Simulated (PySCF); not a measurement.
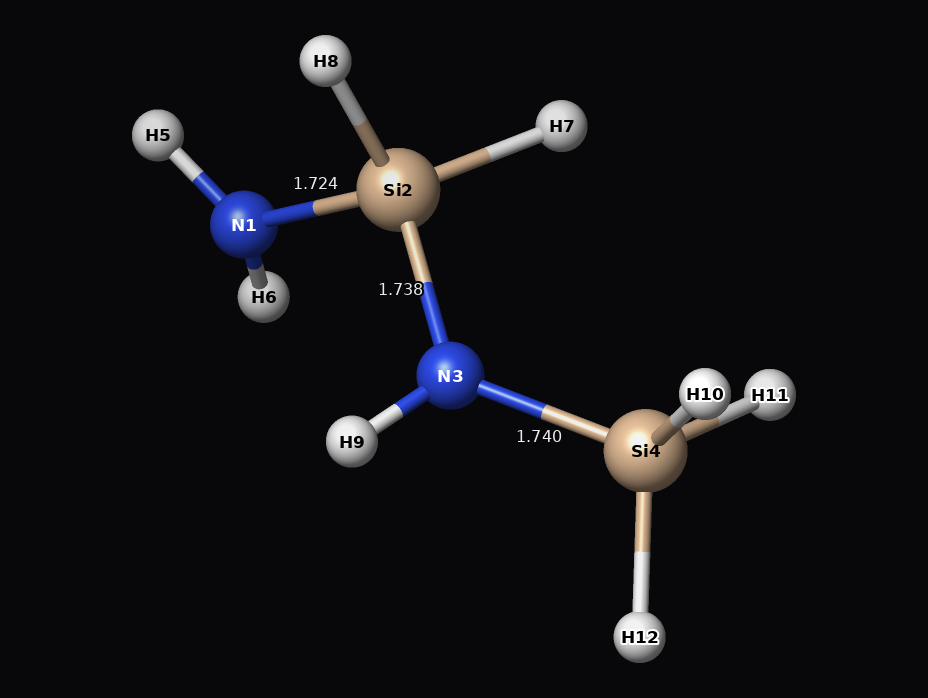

Bond lengths are marked in Å; every bond is drawn as one stick. The computed structure is the end point of a PBE0-D3(BJ)/def2-SVP optimisation. No frequency run is at hand to confirm it as a minimum.

> Which of the marked bonds are single, double, triple or aromatic?

N1–Si2 single; Si2–N3 single; N3–Si4 single.

> Give the structure as SMILES.

N[SiH2]N[SiH3]
